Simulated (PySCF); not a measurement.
# CH10OSSi3: electronic excitations

Aim: predict the electronic excitations of CH10OSSi3 (`C[Si@@H](S)[SiH2]O[SiH3]`).

Computed with PySCF 2.14.0, with density-fitted response routines of our own, on a single molecule in the gas phase. Atoms count from 0, in the outputs and in this text.

### 1 The molecule as given

16 atoms, charge 0, multiplicity 1; geometry from: GFN2-xTB.

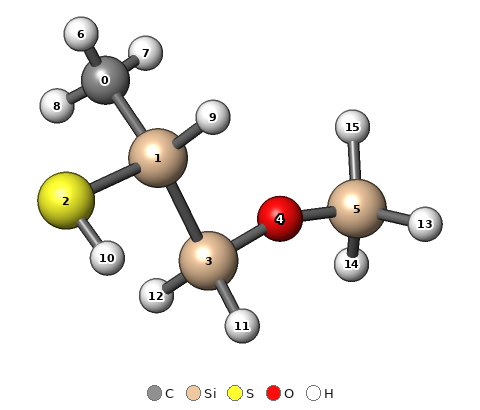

As it starts; carbon grey, silicon light orange, sulfur yellow, oxygen red, hydrogen white, atoms numbered.

### 2 Excited states and response: CAM-B3LYP/def2-SVPD

The job: settings as JSON, then the geometry in Å.

```
{"job": {"kind": "uv", "xc": "CAM-B3LYP", "basis": "def2-SVPD", "nstates": 8, "ntriplets": 3}, "charge": 0, "multiplicity": 1}
C     -2.257676     0.745593     0.927236
Si    -1.247300    -0.824922     0.566583
S     -2.689303    -2.122203    -0.424922
Si     0.581393    -0.482344    -0.797403
O      1.570680     0.368494     0.165833
Si     2.903861     1.125520     0.688804
H     -3.125564     0.531124     1.545688
H     -1.650838     1.484552     1.442597
H     -2.619437     1.195470     0.005359
H     -0.998631    -1.503647     1.852786
H     -1.846943    -3.096038    -0.730586
H      1.302098    -1.695766    -1.209713
H      0.364332     0.323212    -2.005674
H      3.760944     0.099898     1.276996
H      3.545375     1.777794    -0.449854
H      2.399410     2.082206     1.669826
```

With the program's defaults for keys left out, this is: TDDFT CAM-B3LYP/def2-SVPD, vertical, gas phase, core orbitals frozen in the response.

The run is started by

```sh
OMP_NUM_THREADS=1 python probes_run.py task.json out
```

One launch serves the whole session: the jobs run in the order shown.

Standard output:

```text
coarse grid: 14872 points
cycle   1  E = -1385.3116843027  dE =  3.211e-01  |g| = 7.912e-01  |ddm| = 4.986e+00
cycle   2  E = -1385.2153207663  dE =  9.636e-02  |g| = 1.090e+00  |ddm| = 2.529e+00
cycle   3  E = -1385.4412853946  dE = -2.260e-01  |g| = 8.512e-02  |ddm| = 1.312e+00
cycle   4  E = -1385.4428180914  dE = -1.533e-03  |g| = 3.760e-02  |ddm| = 2.410e-01
cycle   5  E = -1385.4432305607  dE = -4.125e-04  |g| = 4.440e-03  |ddm| = 7.836e-02
cycle   6  E = -1385.4432367101  dE = -6.149e-06  |g| = 1.348e-03  |ddm| = 1.198e-02
final grid: 123664 points
cycle   7  E = -1385.6142479394  dE = -1.329e-05  |g| = 3.251e-03  |ddm| = 4.601e-02
cycle   8  E = -1385.6142480856  dE = -1.462e-07  |g| = 3.260e-03  |ddm| = 1.043e-02
cycle   9  E = -1385.6142506768  dE = -2.591e-06  |g| = 2.769e-04  |ddm| = 4.103e-03
cycle  10  E = -1385.6142506900  dE = -1.321e-08  |g| = 1.406e-04  |ddm| = 5.765e-04
cycle  11  E = -1385.6142506940  dE = -3.999e-09  |g| = 1.920e-05  |ddm| = 2.593e-04
cycle  12  E = -1385.6142506942  dE = -1.473e-10  |g| = 5.254e-06  |ddm| = 5.435e-05
converged SCF energy = -1385.6142506942

Static polarisability (au): isotropic 117.126, principal 100.796 114.197 136.386

Singlet excitations
state   eV       nm        f      main configurations
  1   5.5008    225.4   0.01471   H->L 0.81
  2   6.0220    205.9   0.00156   H->L+1 0.41, H->L+5 0.15, H->L+4 0.13
  3   6.2450    198.5   0.01788   H->L+2 0.54, H->L+1 0.32
  4   6.4360    192.6   0.04449   H-1->L 0.70, H->L+4 0.09
  5   6.9275    179.0   0.00817   H-2->L 0.85
  6   6.9441    178.5   0.03930   H->L+4 0.28, H->L+2 0.15, H-1->L 0.14
  7   7.2644    170.7   0.05175   H-1->L+1 0.40, H-1->L+2 0.39
  8   7.2984    169.9   0.01301   H-1->L+1 0.26, H->L+4 0.14, H->L+5 0.11

Triplet excitations (Tamm-Dancoff, eV): 5.1066 5.6365 5.7190
```

Run time: 98 s. Hardware: 1 thread of Arm Neoverse V1, shared host; peak memory 1 GiB.

Frontier orbitals and where they lie:

```csv
orbital,eV,atoms
HOMO−3,-10.46,"S2 43 %, Si1 18 %, C0 8 %"
HOMO−2,-10.07,"O4 34 %, Si3 15 %, Si5 12 %"
HOMO−1,-9.41,"S2 31 %, Si1 18 %, O4 15 %"
HOMO,-8.32,"S2 65 %, Si1 12 %, Si3 6 %"
LUMO,0.18,"Si3 22 %, Si1 15 %, Si5 12 %"
LUMO+1,0.87,"Si1 22 %, Si3 15 %, S2 13 %"
LUMO+2,0.99,"S2 26 %, Si3 20 %, Si1 14 %"
```

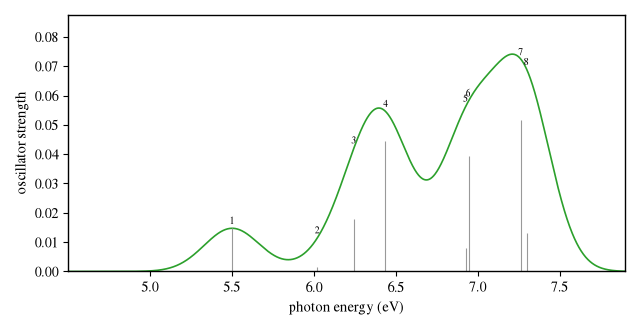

Absorption spectrum from the 8 singlet states computed; above the last one it falls off for lack of states. Lines are broadened to a width of 0.40 eV (Gaussian).

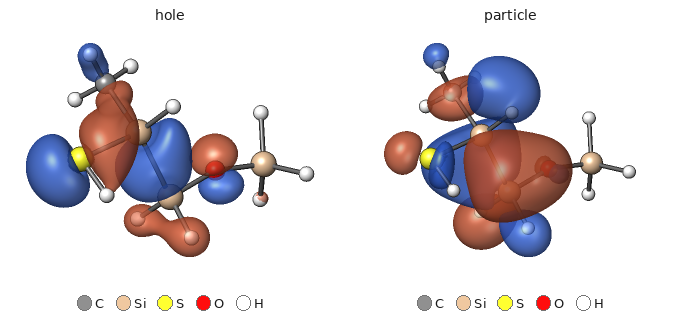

Leading natural transition orbitals of singlet state 7: the electron leaves the hole (left) for the particle orbital (right).

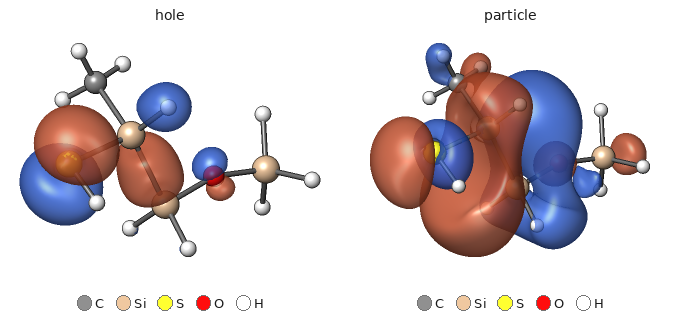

Leading natural transition orbitals of singlet state 1: the electron leaves the hole (left) for the particle orbital (right).

Further results of this job:

```csv
property,computed
dipole moment (D),1.86
polarisability (Å³),17.36
HOMO–LUMO gap (eV),8.50
−ε(HOMO) (eV),8.32
```

The fields below are evaluated on a grid from the run's orbitals.

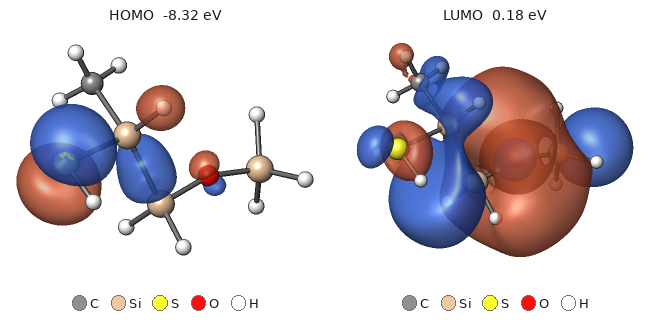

CAM-B3LYP/def2-SVPD orbitals near the gap, drawn at the value that encloses 70 % of each; the two colours are the two signs.

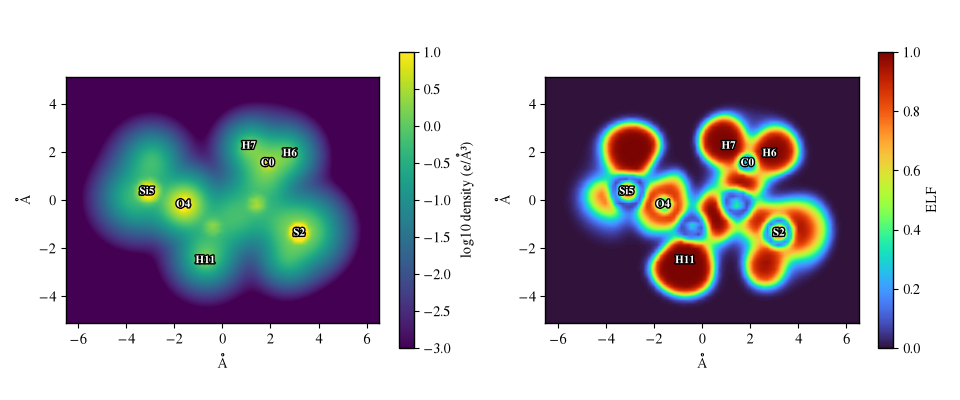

Density (left) and ELF (right) in a plane through or near 7 of the atoms.

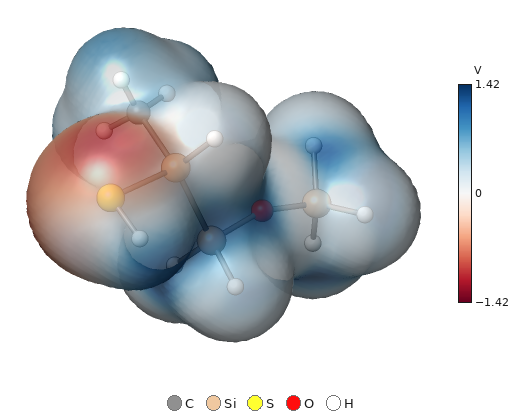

Electrostatic potential on the surface of density 0.002 e/bohr³; red is low, blue high. It runs from -0.92 V near S2 to 1.42 V near Si5.

### 3 Summary of results

| quantity | value |
| --- | --- |
| lowest singlet (CAM-B3LYP/def2-SVPD) | 5.50 eV (225 nm), f = 0.015 |
| brightest single state of those computed | state 7, 7.26 eV, f = 0.052 |
| lowest triplet | 5.11 eV |
| surface potential, least and greatest | -0.92 V and 1.42 V |

What this shows: The lowest singlet, at 5.50 eV, is HOMO→LUMO 0.81 and is weak; of the 8 states computed, the strongest absorption comes from state 7 at 7.26 eV. The lowest triplet lies 0.39 eV below the lowest singlet (triplets in Tamm-Dancoff, singlets in full TDDFT).
